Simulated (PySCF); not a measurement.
**C₃H₇ClO₃Si: electronic excitations**

Aim: predict the electronic excitations of C₃H₇ClO₃Si (`O[Si@H]1OC[C@H](Cl)CO1`).

Computed with PySCF 2.14.0, with density-fitted response routines of our own, on a single molecule in the gas phase. Atoms are numbered from 0 throughout.

## Step 1: The starting structure

15 atoms, charge 0, multiplicity 1; geometry from: GFN2-xTB.

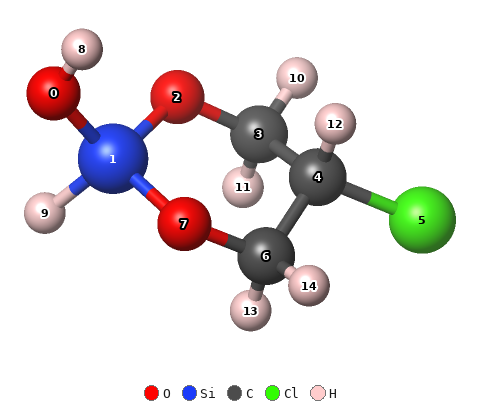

As it starts; oxygen red, silicon blue, carbon dark grey, chlorine green, hydrogen pink, atoms numbered.

## Step 2: TDDFT and polarisability: B3LYP/def2-SVPD

Job settings and geometry (Å):

```
{"job": {"kind": "uv", "xc": "B3LYP", "basis": "def2-SVPD", "nstates": 8, "ntriplets": 3}, "charge": 0, "multiplicity": 1}
O     -2.924439     0.643529    -0.198522
Si    -1.596063    -0.249102    -0.288545
O     -0.513738     0.411359    -1.324438
C      0.850756     0.157619    -1.165545
C      1.275391     0.385116     0.282982
Cl     3.019451     0.109636     0.434609
C      0.532002    -0.551130     1.232608
O     -0.846231    -0.334056     1.164247
H     -2.902058     1.560435     0.067333
H     -2.054180    -1.547305    -0.740212
H      1.393299     0.836002    -1.831642
H      1.079063    -0.875809    -1.454762
H      1.074760     1.423612     0.561472
H      0.763242    -1.591602     0.972432
H      0.844331    -0.370315     2.266071
```

With the program's defaults for keys left out, this is: TDDFT B3LYP/def2-SVPD, vertical, gas phase, core orbitals frozen in the response.

Command:

```sh
$ OMP_NUM_THREADS=1 python probes_run.py task.json out
```

One launch serves the whole session: the jobs run in the order shown.

Output:

```text
coarse grid: 14104 points
cycle   1  E = -1093.2032465070  dE =  1.317e+00  |g| = 1.115e+00  |ddm| = 6.260e+00
cycle   2  E = -1092.7976784135  dE =  4.056e-01  |g| = 1.832e+00  |ddm| = 3.418e+00
cycle   3  E = -1093.4284481389  dE = -6.308e-01  |g| = 9.496e-02  |ddm| = 2.081e+00
cycle   4  E = -1093.4302726923  dE = -1.825e-03  |g| = 3.904e-02  |ddm| = 2.604e-01
cycle   5  E = -1093.4306249893  dE = -3.523e-04  |g| = 1.355e-02  |ddm| = 1.022e-01
cycle   6  E = -1093.4306579786  dE = -3.299e-05  |g| = 4.059e-03  |ddm| = 2.096e-02
cycle   7  E = -1093.4306611373  dE = -3.159e-06  |g| = 6.085e-04  |ddm| = 5.877e-03
final grid: 128528 points
cycle   8  E = -1093.5892979398  dE = -4.447e-05  |g| = 5.570e-03  |ddm| = 1.128e-01
cycle   9  E = -1093.5892902037  dE =  7.736e-06  |g| = 8.126e-03  |ddm| = 1.910e-02
cycle  10  E = -1093.5893050529  dE = -1.485e-05  |g| = 6.801e-04  |ddm| = 1.181e-02
cycle  11  E = -1093.5893051510  dE = -9.814e-08  |g| = 2.256e-04  |ddm| = 1.564e-03
cycle  12  E = -1093.5893051613  dE = -1.033e-08  |g| = 6.849e-05  |ddm| = 4.378e-04
cycle  13  E = -1093.5893051622  dE = -8.481e-10  |g| = 2.957e-05  |ddm| = 1.378e-04
converged SCF energy = -1093.5893051622

Static polarisability (au): isotropic 80.576, principal 69.664 72.415 99.648

Singlet excitations
state   eV       nm        f      main configurations
  1   6.9300    178.9   0.00157   H->L 0.84, H->L+1 0.11
  2   7.2910    170.1   0.00908   H-1->L 0.58, H-2->L 0.21, H-1->L+1 0.09
  3   7.3892    167.8   0.00336   H->L+1 0.85, H->L 0.12
  4   7.4816    165.7   0.00498   H-2->L 0.54, H-1->L 0.33, H-2->L+1 0.09
  5   7.6292    162.5   0.01483   H->L+2 0.91
  6   7.6675    161.7   0.00344   H-3->L 0.90
  7   7.7174    160.7   0.09607   H-1->L+1 0.87
  8   7.9925    155.1   0.00367   H-4->L 0.60, H->L+3 0.15, H-4->L+1 0.12

Triplet excitations (Tamm-Dancoff, eV): 6.4912 6.7231 7.2109
```

Run time: 94 s. Hardware: 1 thread of Arm Neoverse N1, shared host; peak memory 1 GiB.

The orbitals next to the gap, with their largest atomic shares:

```tsv
orbital	eV	atoms
HOMO−3	-8.82	O2 30 %, O7 29 %, C3 9 %
HOMO−2	-8.69	Cl5 67 %, C4 8 %, O7 6 %
HOMO−1	-8.45	O7 20 %, O2 20 %, Cl5 9 %
HOMO	-8.13	Cl5 26 %, O2 21 %, O7 20 %
LUMO	-0.20	Cl5 24 %, O0 13 %, Si1 13 %
LUMO+1	0.12	O0 18 %, Cl5 15 %, H8 13 %
LUMO+2	0.45	Cl5 39 %, C4 13 %, C3 6 %
```

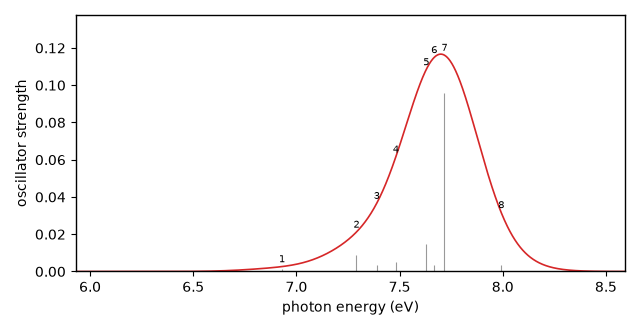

Absorption spectrum from the 8 singlet states computed; above the last one it falls off for lack of states. Lines are broadened to a width of 0.40 eV (Gaussian).

Further results of this job:

```tsv
property	computed
dipole moment (D)	0.90
polarisability (Å³)	11.94
HOMO–LUMO gap (eV)	7.92
−ε(HOMO) (eV)	8.13
```

## Step 3: Summary of results

| quantity | value |
| --- | --- |
| lowest singlet (B3LYP/def2-SVPD) | 6.93 eV (179 nm), f = 0.002 |
| brightest single state of those computed | state 7, 7.72 eV, f = 0.096 |
| lowest triplet | 6.49 eV |

The first singlet state (HOMO→LUMO 0.84, HOMO→LUMO+1 0.11) lies at 6.93 eV and is weak; of the 8 states computed, the strongest absorption comes from state 7 at 7.72 eV. The lowest triplet lies 0.44 eV below the lowest singlet (triplets in Tamm-Dancoff, singlets in full TDDFT).
